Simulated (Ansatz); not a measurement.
## Electronic structure of Al2Ga3Sb5 in real space

```cif
data_structure
_symmetry_space_group_name_H-M 'P 1'
_symmetry_Int_Tables_number 1
_cell_length_a 4.3983
_cell_length_b 4.3983
_cell_length_c 53.8395
_cell_angle_alpha 90.000
_cell_angle_beta 90.000
_cell_angle_gamma 120.000
_cell_volume 902.00
loop_
_atom_site_label
_atom_site_type_symbol
_atom_site_fract_x
_atom_site_fract_y
_atom_site_fract_z
_atom_site_occupancy
Al1 Al 0.00000 0.00000 0.00009 1
Al2 Al 0.66667 0.33333 0.33342 1
Al3 Al 0.33333 0.66667 0.66675 1
Al4 Al 0.00000 0.00000 0.20006 1
Al5 Al 0.66667 0.33333 0.53339 1
Al6 Al 0.33333 0.66667 0.86673 1
Ga1 Ga 0.33333 0.66667 0.06674 1
Ga2 Ga 0.00000 0.00000 0.40008 1
Ga3 Ga 0.66667 0.33333 0.73341 1
Ga4 Ga 0.66667 0.33333 0.13325 1
Ga5 Ga 0.33333 0.66667 0.46658 1
Ga6 Ga 0.00000 0.00000 0.79991 1
Ga7 Ga 0.33333 0.66667 0.26664 1
Ga8 Ga 0.00000 0.00000 0.59997 1
Ga9 Ga 0.66667 0.33333 0.93330 1
Sb1 Sb 0.33333 0.66667 0.01668 1
Sb2 Sb 0.00000 0.00000 0.35001 1
Sb3 Sb 0.66667 0.33333 0.68335 1
Sb4 Sb 0.66667 0.33333 0.08334 1
Sb5 Sb 0.33333 0.66667 0.41667 1
Sb6 Sb 0.00000 0.00000 0.75000 1
Sb7 Sb 0.00000 0.00000 0.14994 1
Sb8 Sb 0.66667 0.33333 0.48327 1
Sb9 Sb 0.33333 0.66667 0.81661 1
Sb10 Sb 0.33333 0.66667 0.21663 1
Sb11 Sb 0.00000 0.00000 0.54996 1
Sb12 Sb 0.66667 0.33333 0.88330 1
Sb13 Sb 0.66667 0.33333 0.28331 1
Sb14 Sb 0.33333 0.66667 0.61664 1
Sb15 Sb 0.00000 0.00000 0.94998 1
```

Space group R3m; a structure generated by program, which may or may not match a known phase; computed pressure about −2 GPa in this cell.

The calculation used Ansatz 0.2.0, DFT PBEsol, scalar-relativistic, plane waves, PAW.

Core electrons are frozen (PAW), and the valence fields are smoothed inside the atomic spheres.

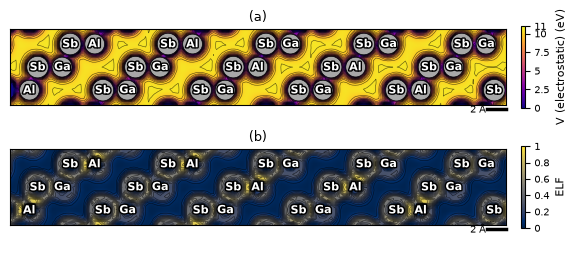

Figure 1. (a) electrostatic potential (local pseudopotential plus Hartree) felt by an electron; (b) ELF on the (110) plane of the conventional cell. Grey discs cover the atomic cores in the potential map.

What does the map show?

- Atoms in the plane: Al, Ga and Sb.
- Ga–Sb (2.69 Å): the ELF peaks at about 0.70 between the atoms.
- Al–Sb (2.69 Å): the ELF peaks at about 0.90 between the atoms; localised, covalent bonding.
- Outside the cores the potential energy rises away from the atoms and is highest about 2.7 Å from the nearest atoms; its zero is arbitrary.

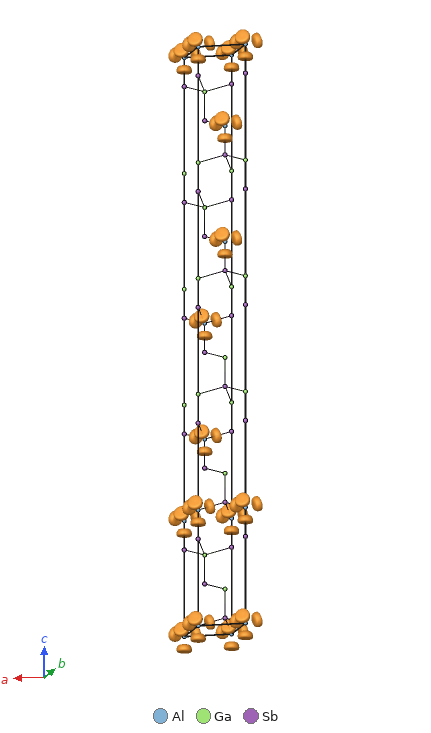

Figure 2. Isosurface of the electron localisation function at 0.75 (orange), seen at an oblique angle. Only the valence region is drawn (cores and ρ < 0.01 e/Å³ removed). Sticks mark near contacts.

What do the ELF domains correspond to?

The surface consists of 24 regions between bonded Al–Sb atoms (shared pairs), counted in one cell of 30 atoms. Any copies at cell faces, edges or corners count once.

How much charge does the calculation move between the atoms?

Electrons move from Al towards Sb. Bader charges: Al +1.60, Ga +0.32 and Sb −1.29 to −0.31 e.
